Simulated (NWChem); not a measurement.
# triplet H2: levels of theory compared

We compute a comparison of 3 runs (UHF/STO-3G, UB3LYP/6-31G*) of triplet H2. 

Program for the calculation: NWChem 7.3.0.

21 further runs of the same task are left out: 2 that didn't finish, 19 set aside as unsound or not needed.

## (1) Starting point

H2 has 2 atoms, charge 0, and is taken as a triplet. SMILES of the parent species: `[H][H]`. Geometry: relaxed at PBE0-D4/def2-TZVP. That shape belongs to the parent species and isn't relaxed for this state.

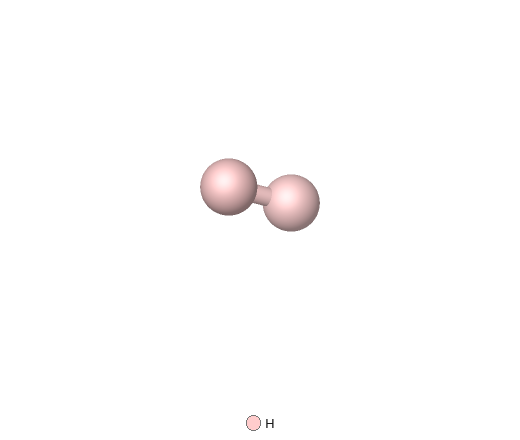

The structure, seen from a chosen angle (hydrogen pink).

## (2) The energy at UHF/STO-3G (run 1)

Input file h2.xyz:

```xyz
2
H2 hf
H      0.319300    -0.099200     0.165500
H     -0.319300     0.099200    -0.165500
```

Input file run.py:

```python
from ase.io import read
from ase.calculators.nwchem import NWChem

system = read('h2.xyz')

calc = NWChem(
    label='h2',
    theory='scf',
    memory='2200 mb',
    basis='STO-3G',
    basispar='spherical bse',
    scf={'nopen': '2', 'uhf': None, 'thresh': '1e-08', 'maxiter': '80'},
    task='energy',
)
system.calc = calc

e = system.get_potential_energy()
print(f"E = {e:.6f} eV")
```

Run with:

```sh
$ export ASE_NWCHEM_COMMAND="nwchem PREFIX.nwi > PREFIX.nwo"
$ python run.py
```

Standard output:

```text
E = -14.645205 eV
```

The calculator wrote h2.nwi:

```
title "h2"

permanent_dir h2

scratch_dir h2

start h2

geometry units angstrom nocenter noautosym noautoz
  H  3.1929999999999997e-01 -9.9199999999999997e-02 1.6550000000000001e-01
  H  -3.1929999999999997e-01 9.9199999999999997e-02 -1.6550000000000001e-01
end

memory 2200 mb

basis spherical bse noprint
   * library STO-3G
end

scf
  nopen 2
  uhf
  thresh 1e-08
  maxiter 80
end

task scf energy
```

h2.nwo:

```text
Northwest Computational Chemistry Package (NWChem) 7.3.0
             --------------------------------------------------------

           Job information
           ---------------

    nwchem branch   = 7.3.0
    use scalapack   = T
    input           = h2.nwi
    prefix          = h2.
    data base       = h2/h2.db
    status          = startup
    nproc           =        1

           Memory information
           ------------------

    heap     =     72089594 doubles =      550.0 Mbytes
    stack    =     72089599 doubles =      550.0 Mbytes
    global   =    144179200 doubles =     1100.0 Mbytes (distinct from heap & stack)
    total    =    288358393 doubles =     2200.0 Mbytes
    verify   = yes
    hardfail = no

[... 32 lines left out ...]
            Nuclear Dipole moment (a.u.)
[... 46 lines left out ...]
 1-e energy   =      -2.233970
[... 7 lines left out ...]
         Quadratically convergent UHF
[... 10 lines left out ...]
       Final UHF  results
[... 3 lines left out ...]
      One electron energy =     -1.728505384486
[... 1 line left out ...]
 Nuclear repulsion energy =      0.709214292389
[... 14 lines left out ...]
          Final beta eigenvalues
[... 21 lines left out ...]
                     UHF Final Beta Molecular Orbital Analysis
[... 27 lines left out ...]
    Atom       Charge   Shell Charges
 -----------   ------   -------------------------------------------------------
    1 H    1     1.00   1.00
    2 H    1     1.00   1.00

  Mulliken analysis of the alpha density
  --------------------------------------

    Atom       Charge   Shell Charges
 -----------   ------   -------------------------------------------------------
    1 H    1     1.00   1.00
    2 H    1     1.00   1.00

       Multipole analysis of the density wrt the origin
       ------------------------------------------------

     L   x y z        total         alpha         beta         nuclear
     -   - - -        -----         -----         ----         -------
     0   0 0 0     -0.000000     -2.000000      0.000000      2.000000

     1   1 0 0     -0.000000     -0.000000      0.000000      0.000000
[... 8 lines of this table left out ...]
     2   0 0 2     -1.274269     -1.469894      0.000000      0.195625

 Task  times  cpu:        0.0s     wall:        0.0s
 Total times  cpu:        0.1s     wall:        0.1s
```

Run time: 1.6 s. Hardware: 1 thread of Intel Xeon Platinum 8175M at 2.50GHz (Skylake/Cascade Lake), shared host; peak memory 0.099 GiB.

## (3) A single-point energy at UB3LYP/6-31G(d) (Cartesian functions) (run 2)

Input file mymol.nw:

```
start mymol
title "H2 B3LYP"
memory total 2200 mb
geometry noautosym nocenter noautoz
  H      0.319300    -0.099200     0.165500
  H     -0.319300     0.099200    -0.165500
end
basis "ao basis"
  H library 6-31G*
end
dft
  xc b3lyp
  mult 3
  grid xfine
  convergence energy 1e-08
  iterations 100
  mulliken
end
task dft
```

Run with:

```sh
$ nwchem mymol.nw > mymol.out
```

Standard output:

```text
[...]
          Wavefunction type:  spin polarized.
          No. of atoms     :     2
          No. of electrons :     2
[...]
          Charge           :     0
          Spin multiplicity:     3
[...]
          AO basis - number of functions:     4
[...]
              XC Information
              --------------
                         B3LYP Method XC Potential
                     Hartree-Fock (Exact) Exchange  0.200
                        Slater Exchange Functional  0.800 local
                    Becke 1988 Exchange Functional  0.720 non-local
              Lee-Yang-Parr Correlation Functional  0.810
                  VWN I RPA Correlation Functional  0.190 local
[...]
 d= 0,ls=0.0,diis     1     -0.7452115559 -1.45D+00  2.69D-01  5.32D-02     0.2
[...]
  Singularity in Pulay matrix. Error and Fock matrices removed.
 d= 0,ls=0.0,diis     4     -0.7699222771 -9.98D-08  1.34D-05  1.01D-10     0.6
[...]
  Singularity in Pulay matrix. Error and Fock matrices removed.
 d= 0,ls=0.0,diis     5     -0.7699222772 -4.67D-11  1.10D-09  2.69D-18     0.7
[...]
         Total DFT energy =       -0.769922277190
      One electron energy =       -1.856439673348
           Coulomb energy =        1.059654478498
    Exchange-Corr. energy =       -0.682351374729
 Nuclear repulsion energy =        0.709214292389
[...]
      Total Density - Mulliken Population Analysis
     ---------------------------------------------
    Atom       Charge   Shell Charges
 -----------   ------   -------------------------------------------------------
    1 H    1     1.00   0.43  0.57
    2 H    1     1.00   0.43  0.57
[...]
      <S2> =      2.0000 (Exact =     2.0000)
[...]
```

Wall time 1.3 s (1 thread of Intel Xeon Platinum 8175M at 2.50GHz (Skylake/Cascade Lake), shared host); peak memory 0.11 GiB.

## (4) The energy at UB3LYP/6-31G(d) (spherical functions) (run 3)

Input file run.py:

```python
from ase import Atoms
from ase.calculators.nwchem import NWChem

atoms = Atoms('HH', positions=[
    [0.319300, -0.099200, 0.165500],
    [-0.319300, 0.099200, -0.165500],
])

calc = NWChem(
    label='h2',
    theory='dft',
    memory='2200 mb',
    basis='6-31G*',
    basispar='spherical bse',
    dft={'xc': 'b3lyp', 'mult': '3', 'grid': 'xfine', 'convergence': 'energy 1e-08', 'iterations': '100', 'mulliken': None},
    task='energy',
)
atoms.calc = calc

print("Total energy (eV):", round(atoms.get_potential_energy(), 6))
```

Run with:

```sh
$ export ASE_NWCHEM_COMMAND="nwchem PREFIX.nwi > PREFIX.nwo"
$ python run.py
```

Standard output:

```text
Total energy (eV): -20.950653
```

The calculator wrote h2.nwi:

```
title "h2"

permanent_dir h2

scratch_dir h2

start h2

geometry units angstrom nocenter noautosym noautoz
  H  3.1929999999999997e-01 -9.9199999999999997e-02 1.6550000000000001e-01
  H  -3.1929999999999997e-01 9.9199999999999997e-02 -1.6550000000000001e-01
end

memory 2200 mb

basis spherical bse noprint
   * library 6-31G*
end

dft
  xc b3lyp
  mult 3
  grid xfine
  convergence energy 1e-08
  iterations 100
  mulliken
end

task dft energy
```

h2.nwo:

```text
Northwest Computational Chemistry Package (NWChem) 7.3.0
             --------------------------------------------------------

           Job information
           ---------------

    nwchem branch   = 7.3.0
    use scalapack   = T
    input           = h2.nwi
    prefix          = h2.
    data base       = h2/h2.db
    status          = startup
    nproc           =        1

           Memory information
           ------------------

    heap     =     72089594 doubles =      550.0 Mbytes
    stack    =     72089599 doubles =      550.0 Mbytes
    global   =    144179200 doubles =     1100.0 Mbytes (distinct from heap & stack)
    total    =    288358393 doubles =     2200.0 Mbytes
    verify   = yes
    hardfail = no

[... 58 lines left out ...]
  convergence criterion.
[... 18 lines left out ...]
          Convergence on density requested:  1.00D-05
[... 23 lines left out ...]
          Convergence Information
[... 67 lines left out ...]
   convergence    iter        energy       DeltaE   RMS-Dens  Diis-err    time
[... 9 lines left out ...]
  Singularity in Pulay matrix. Error and Fock matrices removed.
[... 2 lines left out ...]
  Singularity in Pulay matrix. Error and Fock matrices removed.
[... 3 lines left out ...]
         Total DFT energy =       -0.769922285537
[... 2 lines left out ...]
    Exchange-Corr. energy =       -0.682351336281
[... 37 lines left out ...]
                     DFT Final Beta Molecular Orbital Analysis
[... 78 lines left out ...]
 center of mass
 --------------
 x =   0.00000000 y =   0.00000000 z =   0.00000000

 moments of inertia (a.u.)
 ------------------
           0.267988533735           0.227993982714          -0.380373025597
           0.227993982714           0.931011083589           0.118174143875
          -0.380373025597           0.118174143875           0.804688713870

     Multipole analysis of the density
     ---------------------------------

     L   x y z        total         alpha         beta         nuclear
     -   - - -        -----         -----         ----         -------
     0   0 0 0     -0.000000     -2.000000      0.000000      2.000000

     1   1 0 0     -0.000000     -0.000000      0.000000      0.000000
[... 8 lines of this table left out ...]
     2   0 0 2     -2.200593     -2.396217      0.000000      0.195625

 Task  times  cpu:        0.7s     wall:        0.7s
 Total times  cpu:        0.8s     wall:        0.8s
```

Run time: 2.2 s. Hardware: 1 thread of Intel Xeon Platinum 8175M at 2.50GHz (Skylake/Cascade Lake), shared host; peak memory 0.11 GiB.

## (5) Overview of the runs

| run | level | Cartesian functions | iteration cap | energy (Eh) | dipole moment (D) | HOMO energy (eV) | ⟨S²⟩ | wall time |
| --- | --- | --- | --- | --- | --- | --- | --- | --- |
| 1 | UHF/STO-3G | no | 80 | -0.538201 | 0.00 | 0.06 | 2.000 | 1.6 s |
| 2 | UB3LYP/6-31G* (Cartesian functions) | yes | 100 | -0.769922 | 0.00 | -1.99 | 2.000 | 1.3 s |
| 3 | UB3LYP/6-31G* (spherical functions) | no | 100 | -0.769922 | 0.00 | -1.99 | 2.000 | 2.2 s |

## (6) Outcome

| quantity | value |
| --- | --- |
| run 3: total energy | -0.76992 Eh |
| run 3: dipole moment | 0.00 D |
| run 3: HOMO energy (highest over α and β) | -1.99 eV |
| run 3: ⟨S²⟩ | 2.000 |

What this shows: In run 1 the basis is minimal, so the values are rough. All runs together took 5.1 s, the longest 2.2 s.
